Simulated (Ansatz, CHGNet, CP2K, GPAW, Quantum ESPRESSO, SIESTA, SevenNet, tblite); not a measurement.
## Random packing of C71N29 (at. %) (109 atoms) in CP2K

Wanted: CP2K inputs and outputs for random packing of C71N29 (at. %) (109 atoms), checked against a plane-wave reference.

Calculated with CP2K 2026.2; the method is named at each step.

### Step 1. Starting point

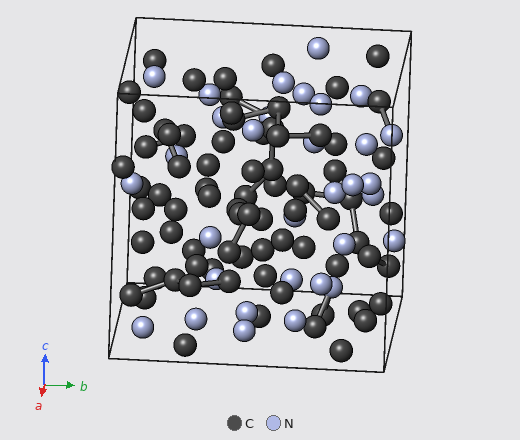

Start, viewed slightly off an axis; carbon dark grey, nitrogen light blue. Bonds to atoms that aren't drawn are left out. Some periodic images of atoms are drawn too.

The cell holds 109 atoms: 77 C and 32 N. Its edges and angles: a = 9.809 Å, b = 9.809 Å, c = 9.809 Å, α = 90.0°, β = 90.0°, γ = 90.0°. 109 atoms (77 C, 32 N) packed at random in a cube at 2.42 g/cm³ and pushed apart as soft spheres; a start for melting by ab initio MD, not an equilibrated structure. Then every atom was moved at random, 0.03 Å r.m.s. a Cartesian component.

The yardstick, on the same geometry:

| Item | Value |
| --- | --- |
| method | Kohn-Sham DFT, PBE, SSSP efficiency 1.3.0 pseudopotentials, plane waves (Quantum ESPRESSO 7.5); sssp-pbe-1.3.0-efficiency, cutoffs 60/480 Ry, Γ point |
| r.m.s. force component | 1.939 eV/Å |
| longest force | 8.589 eV/Å |
| pressure | -23.83 GPa |
| time | 2 min on 4 MPI ranks of Arm Neoverse V2, shared host |
| CPU time | 8.1 min |

### Step 2. PBE, DZVP-UZH, 600/50 Ry, diagonalisation

Method: Kohn-Sham DFT, PBE, GTH-PBE pseudopotentials, Gaussian and plane waves, DZVP-MOLOPT (UZH set), diagonalisation.

input.inp reads:

```
&GLOBAL
  PROJECT cell
  RUN_TYPE ENERGY_FORCE
  PRINT_LEVEL LOW
&END GLOBAL
&FORCE_EVAL
  METHOD QS
  STRESS_TENSOR ANALYTICAL
  &DFT
    BASIS_SET_FILE_NAME BASIS_MOLOPT_UZH
    POTENTIAL_FILE_NAME POTENTIAL_UZH
    &MGRID
      CUTOFF 600
      REL_CUTOFF 50
      NGRIDS 5
    &END MGRID
    &QS
      EPS_DEFAULT 1.0E-12
    &END QS
    &SCF
      SCF_GUESS ATOMIC
      EPS_SCF 1.0E-06
      MAX_SCF 200
      ADDED_MOS 50
      &DIAGONALIZATION
        ALGORITHM STANDARD
      &END DIAGONALIZATION
      &SMEAR ON
        METHOD FERMI_DIRAC
        ELECTRONIC_TEMPERATURE [K] 580
      &END SMEAR
      &MIXING
        METHOD BROYDEN_MIXING
        ALPHA 0.15
        NBROYDEN 8
      &END MIXING
      &PRINT
        &RESTART OFF
        &END RESTART
      &END PRINT
    &END SCF
    &XC
      &XC_FUNCTIONAL PBE
      &END XC_FUNCTIONAL
    &END XC
    &PRINT
      &MULLIKEN ON
      &END MULLIKEN
      &HIRSHFELD ON
        SHAPE_FUNCTION DENSITY
      &END HIRSHFELD
      &MO ON
        EIGENVALUES T
        OCCUPATION_NUMBERS T
        MO_INDEX_RANGE 223 246
        &EACH
          QS_SCF 0
        &END EACH
        ADD_LAST NUMERIC
      &END MO
    &END PRINT
  &END DFT
  &SUBSYS
    &CELL
      A 9.80880 0.00000 0.00000
      B 0.00000 9.80880 0.00000
      C 0.00000 0.00000 9.80880
    &END CELL
    &TOPOLOGY
      COORD_FILE_NAME structure.xyz
      COORD_FILE_FORMAT XYZ
    &END TOPOLOGY
    &KIND C
      BASIS_SET DZVP-MOLOPT-PBE-GTH-q4
      POTENTIAL GTH-PBE-q4
    &END KIND
    &KIND N
      BASIS_SET DZVP-MOLOPT-PBE-GTH-q5
      POTENTIAL GTH-PBE-q5
    &END KIND
  &END SUBSYS
  &PRINT
    &FORCES ON
    &END FORCES
    &STRESS_TENSOR ON
    &END STRESS_TENSOR
  &END PRINT
&END FORCE_EVAL
```

structure.xyz reads:

```xyz
109

C 4.67056 5.25487 7.32148
C 0.20167 8.98820 5.13756
C 3.55638 0.60481 7.40859
C 3.51861 2.66191 1.77353
C 3.30959 7.64871 1.97275
C 0.46906 6.19681 3.80140
C 5.53824 1.32350 1.82444
C 6.91579 7.48156 4.73029
C 8.73425 5.68704 8.22615
C 6.27910 2.00306 4.60994
C 1.69123 2.43052 1.80443
C 1.85700 3.36108 5.92461
C 7.45224 5.95002 2.07495
C 5.89048 7.07499 0.42874
C 2.39688 2.96010 4.04466
C 7.75268 0.60618 1.79275
C 0.72948 0.36165 3.75030
C 4.09007 7.24105 0.35312
C 1.98981 5.26428 4.45172
C 7.61545 2.58226 0.00579
C 1.17961 8.22762 2.25426
C 5.21367 3.04338 6.00436
C 9.41400 4.79287 5.47537
C 1.85406 0.61158 5.58425
C 1.62885 0.80432 8.72267
C 4.55295 9.00830 8.47598
C 6.36258 5.84340 3.70488
C 0.79294 4.97561 8.52659
C 8.28824 4.10626 2.63396
C 1.51379 4.99886 0.94655
C 0.66249 4.73912 2.78079
C 7.12070 5.59504 8.79741
C 7.69903 0.93066 4.99474
C 0.34488 7.25528 7.69785
C 6.05782 9.63057 2.84799
C 0.79902 2.76432 3.83151
C 2.84396 0.81276 0.29897
C 8.79182 1.82777 8.09422
C 7.25086 4.35668 4.85055
C 9.17084 9.57780 2.34205
C 4.56001 5.04682 2.78109
C 3.87399 4.96512 0.12241
C 6.42270 6.31020 5.74580
C 5.50489 4.17659 4.49606
C 4.44368 5.26193 5.73648
C 2.60021 8.45666 0.10780
C 9.12003 2.04249 4.58669
C 9.35357 2.78178 2.71978
C 7.40692 9.01183 3.56501
C 0.78166 1.89771 5.75325
C 1.57029 7.35219 4.96335
C 8.24096 6.37248 5.36757
C 0.26072 8.65793 8.90698
C 2.67172 4.82289 6.54983
C 0.20422 3.48261 7.10540
C 0.24836 3.02543 0.69976
[... 49 atom lines left out ...]
N 4.51931 3.16579 3.13440
N 5.04084 3.51420 7.74621
N 4.86232 0.99716 9.07275
N 9.36093 1.15548 1.08662
```

The run is started by

```console
> OMP_NUM_THREADS=1 mpirun -np 4 cp2k.psmp -i input.inp > output.txt
```

Numbers of over 12 decimals in the logs are rounded to 6 here.

The program printed:

```text
CP2K| version string:                                       CP2K version 2026.2
 CP2K| Input file name                                                 input.inp
 GLOBAL| Basis set file name                                    BASIS_MOLOPT_UZH
 GLOBAL| Potential file name                                       POTENTIAL_UZH
 GLOBAL| Run type                                                   ENERGY_FORCE
 GLOBAL| Total number of message passing processes                             4
 GLOBAL| Number of threads for this process                                    1
 TOTAL NUMBERS AND MAXIMUM NUMBERS
  Total number of            - Atomic kinds:                                   2
                             - Atoms:                                        109
                             - Shell sets:                                   109
                             - Shells:                                       545
                             - Primitive Cartesian functions:                545
                             - Cartesian basis functions:                   1526
                             - Spherical basis functions:                   1417
  Maximum angular momentum of- Orbital basis functions:                        2
                             - Local part of the GTH pseudopotential:          2
                             - Non-local part of the GTH pseudopotential:      0
 SCF PARAMETERS         Density guess:                                    ATOMIC
                        max_scf:                                             200
                        eps_scf:                                        1.00E-06
                        added MOs                                        50    0
                        Mixing method:                            BROYDEN_MIXING
                                                charge density mixing in g-space
                        Smear method:                                FERMI_DIRAC
                        Electronic temperature [K]:                        580.0
                        Electronic temperature [a.u.]:                  1.84E-03
                        Accuracy threshold:                             1.00E-10
 Extrapolation method: initial_guess
 Number of electrons:                                                        468
 Number of occupied orbitals:                                                234
 Number of molecular orbitals:                                               284
 Number of orbital functions:                                               1417
 Number of independent orbital functions:                                   1417
 SCF WAVEFUNCTION OPTIMIZATION
  Step     Update method      Time    Convergence         Total energy    Change
     1 NoMix/Diag. 0.15E+00    3.7     0.59048242      -749.8002637803 -7.50E+02
     2 Broy./Diag. 0.15E+00    4.9     0.45755630      -735.0765960312  1.47E+01
     3 Broy./Diag. 0.15E+00    4.9     0.16978997      -742.9612327521 -7.88E+00
     4 Broy./Diag. 0.15E+00    4.9     0.13302682      -742.6880408367  2.73E-01
[...]
27 Broy./Diag. 0.15E+00    5.0     0.00000105      -742.0199645044  6.10E-06
    28 Broy./Diag. 0.15E+00    5.0     0.00000051      -742.0199608385  3.67E-06
  *** SCF run converged in    28 steps ***
  Electronic density on regular grids:       -467.9999999998        0.0000000002
  Core density on regular grids:              467.9999999997       -0.0000000003
  Total charge density on r-space grids:       -0.0000000002
  Total charge density g-space grids:          -0.0000000002
  Overlap energy of the core charge distribution:               7.49013e-09
  Self energy of the core charge distribution:              -1821.662560
  Core Hamiltonian energy:                                    506.654363
  Hartree energy:                                             772.145940
  Exchange-correlation energy:                               -199.139745
  Electronic entropic energy:                                  -0.017959
  Fermi energy:                                                 0.223191
  Total energy:                                              -742.019961
  Total energy (extrapolated to T->0):                       -742.010981
 MO| EIGENVALUES AND OCCUPATION NUMBERS
 MO|
 MO|  Index      Eigenvalue [a.u.]        Eigenvalue [eV]             Occupation
 MO|    223               0.202795               5.518324               1.999970
 MO|    224               0.205021               5.578910               1.999899
 MO|    225               0.205828               5.600854               1.999843
[...]
MO|    245               0.239002               6.503582               0.000365
 MO|    246               0.241524               6.572195               0.000093
 MO| Sum:                                                             468.000000
 MO| E(Fermi):            0.223191 a.u.          6.073339 eV
 !-----------------------------------------------------------------------------!
                     Mulliken Population Analysis
 #  Atom  Element  Kind  Atomic population                           Net charge
       1     C        1          3.878046                              0.121954
       2     C        1          3.960036                              0.039964
       3     C        1          3.838204                              0.161796
[...]
108     N        2          5.175229                             -0.175229
     109     N        2          5.235652                             -0.235652
 # Total charge                            468.000000                  0.000000
 !-----------------------------------------------------------------------------!
 !-----------------------------------------------------------------------------!
                           Hirshfeld Charges
  #Atom  Element  Kind  Ref Charge     Population                    Net charge
      1       C      1       4.000          3.963                         0.037
      2       C      1       4.000          3.976                         0.024
      3       C      1       4.000          3.956                         0.044
[...]
108       N      2       5.000          5.043                        -0.043
    109       N      2       5.000          5.084                        -0.084
  Total Charge                                                           -0.000
 !-----------------------------------------------------------------------------!
 ENERGY| Total FORCE_EVAL ( QS ) energy [hartree]           -742.019960
 FORCES| Atomic forces [hartree/bohr]
 FORCES|   Atom     x               y               z               |f|
 FORCES|      1 -1.03127032E-02 -3.60779267E-03 -3.76243870E-02   3.91785976E-02
 FORCES|      2  4.25180782E-02 -3.78164500E-02 -4.92654778E-02   7.52659163E-02
 FORCES|      3 -2.14533152E-02  1.00182596E-02 -1.59098091E-02   2.85259932E-02
[...]
FORCES|    108 -4.71647181E-02  2.31135247E-02 -1.10400065E-02   5.36714766E-02
 FORCES|    109 -2.95886019E-02 -5.30986892E-02 -8.48681570E-03   6.13757460E-02
 FORCES| Sum    -3.80945899E-04 -2.66811326E-04  2.41691958E-05
 FORCES| Total atomic force                                       4.65716879E-04
 STRESS| Analytical stress tensor [bar]
 STRESS|                        x                   y                   z
 STRESS|      x       -2.18324103796E+05   7.02022388107E+03  -3.08219256019E+04
 STRESS|      y        7.02022388107E+03  -2.41965864899E+05  -8.21272723419E+03
 STRESS|      z       -3.08219256019E+04  -8.21272723419E+03  -1.72011944483E+05
 STRESS| 1/3 Trace                                            -2.10767304393E+05
```

Run time: 2.6 min. Hardware: 4 MPI ranks of Arm Neoverse V2, shared host; peak memory 3.5 GiB.

Banners, paths, timers and routine set-up lines are dropped from the logs unmarked, and long logs keep their key lines alone; longer cuts are marked.

Compared with the plane-wave run:

```yaml
r_m_s_force_component: 1.944 eV/Å
r_m_s_difference_of_force_components: 89.16 meV/Å
longest_difference_of_force_vectors: 336.9 meV/Å
force_difference_over_r_m_s_force: 4.598 %
slope_of_forces_against_the_reference_s: 1.002
correlation_of_force_components: 0.999
pressure: -21.08 GPa
pressure_difference: 2.756 GPa
```

Length of the force difference by element (eV/Å):

| element | atoms | mean | most |
| --- | --- | --- | --- |
| C | 77 | 0.14 | 0.34 |
| N | 32 | 0.13 | 0.24 |

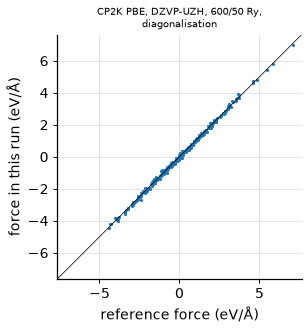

Force components against those of the reference; the line marks equality.

A closer look about C16, picked at random: 11 atoms, nearest first, numbered in the order of the input, with positions taken from that point.

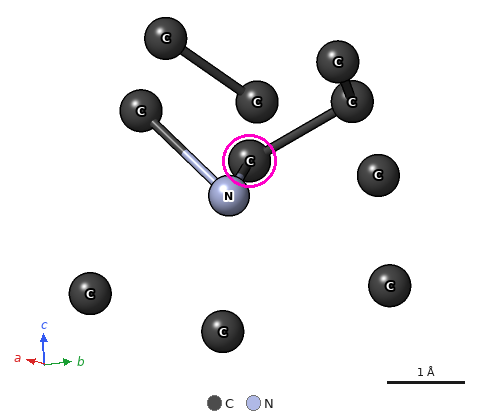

The atoms of the table, within 2.9 Å (arrows a, b, c point along x, y, z); some may hide others; the central atom is ringed.

| atom | x | y | z | distance (Å) | Hirshfeld charge (e) | Fx | Fy | Fz (eV/Å) |
| --- | --- | --- | --- | --- | --- | --- | --- | --- |
| C16 | 0.00 | 0.00 | 0.00 | 0.00 | -0.02 | 2.84 | 3.60 | 0.41 |
| C64 | 0.05 | 1.55 | 0.65 | 1.68 | 0.02 | -1.06 | -0.60 | -1.41 |
| C40 | 1.42 | -0.84 | 0.55 | 1.74 | 0.02 | -0.65 | 3.00 | -1.12 |
| N109 | 1.61 | 0.55 | -0.71 | 1.84 | -0.08 | -1.52 | -2.73 | -0.44 |
| C35 | -1.69 | -0.78 | 1.06 | 2.15 | -0.02 | 0.94 | -1.16 | 1.28 |
| C77 | 0.23 | -0.30 | -2.25 | 2.29 | 0.03 | 1.60 | -0.23 | 1.55 |
| C49 | -0.35 | -1.40 | 1.77 | 2.29 | 0.04 | -2.13 | 0.63 | 0.11 |
| C7 | -2.21 | 0.72 | 0.03 | 2.33 | 0.08 | 0.70 | -3.23 | 1.47 |
| C20 | -0.14 | 1.98 | -1.79 | 2.67 | 0.04 | -2.04 | -0.04 | -1.96 |
| C58 | 0.23 | -2.25 | -1.60 | 2.77 | 0.04 | 0.40 | 0.03 | -2.93 |
| C48 | 1.60 | 2.18 | 0.93 | 2.86 | 0.00 | -3.10 | -0.43 | -2.68 |

Forces lie 4.6 % from the reference's, at 1.3 times its CPU time.

[end of part 1 of 2]

[Also dropped from logs without a mark: logging warnings of Python, and SIESTA's first energy breakdown and zero terms.]

[Logs are printed without paths, hosts, clocks, repeated set-up lines and the standing remarks that a program may print on its own settings, such as how far it seeks lower states.]

[Hosts, paths, dates, database ids (printed as entryN), source tags and the programs' standing remarks are cut or masked in the printed files.]
